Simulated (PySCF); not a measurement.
C$_{4}$H$_{6}$FO$_{2}$Si (doublet)

```
atom    x (Å)    y (Å)    z (Å)
   C   2.3751  -0.7789  -0.6373
   C   1.1197  -0.3775  -0.7803
   F   0.3172  -0.9500  -1.7029
   C   0.4879   0.6987   0.0323
   O   1.1110   1.2206   0.9515
   C  -0.8350   1.0917  -0.3440
  Si  -1.9512  -0.3954   1.1529
   O  -3.2051   0.2830   0.6310
   H   2.9906  -0.3059   0.1058
   H   2.7936  -1.5652  -1.2399
   H  -1.2063   2.0207   0.0519
   H  -1.2535   0.7649  -1.2792
   H  -1.4391  -1.6501   0.6093
   H  -1.3055  -0.0572   2.4118
```

Geometry: GFN2-xTB.

Level of theory: PySCF, UKS B3LYP, pcH-1 on C F H O Si, non-relativistic, mean-field spin-orbit, GIAO.

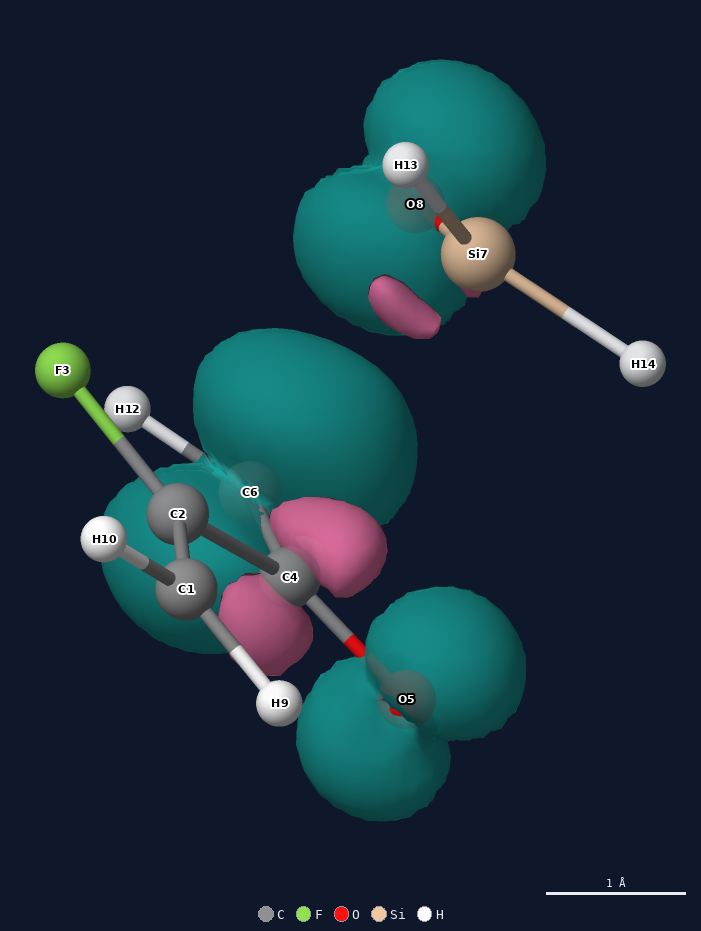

Figure 1. Isosurfaces of the spin density (α minus β) at +0.03 (teal) and −0.03 e/Å³ (pink), seen at an oblique angle.

Q: Describe the spin distribution.

A: The unpaired spin (1 electron) lies mostly on O8 (about 0.4), C6 (about 0.4) and O5 (about 0.2), in electrons by Hirshfeld's partition.

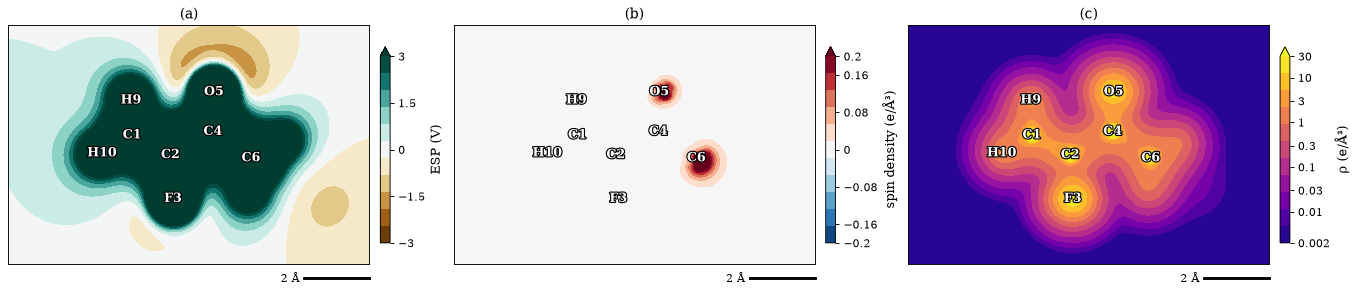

Figure 2. (a) molecular electrostatic potential; (b) spin density (α minus β); (c) total electron density on the plane of atoms C2, C1 and H9.

Q: Describe what can be read from this map.

A: Atoms in the plane: C, F, O and H. C–O (1.23 Å): ρ at the midpoint is about 3.1 e/Å³. C–C (1.33 Å): the density is about 2.4 e/Å³ at the midpoint. C–F (1.35 Å): the density is about 2.2 e/Å³ at the midpoint, with its minimum of 1.7 e/Å³ about 0.5 Å from C. C–H (1.07 Å): ρ at the midpoint is about 2.1 e/Å³. C–C (1.43 Å): ρ at the midpoint is about 2 e/Å³.

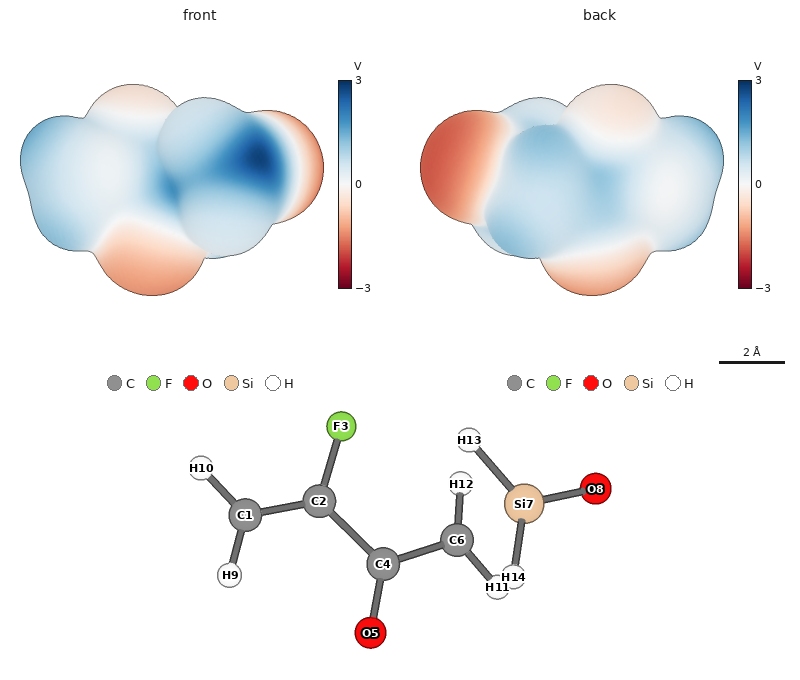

Figure 3. The molecular electrostatic potential painted on the density surface at 0.002 e/bohr³, seen from the front and from behind; the colour scale runs from red (negative) to blue (positive). The bare structure is drawn below in the same view.

Q: Which sites attract a positive test charge, and which a negative one?

A: A positive charge is drawn to the negative regions and a negative charge to the positive ones. The most negative region (about −1.8 V) lies over O8, the most positive (about +2.6 V) over Si7. O8 is the likeliest acceptor of a hydrogen bond.
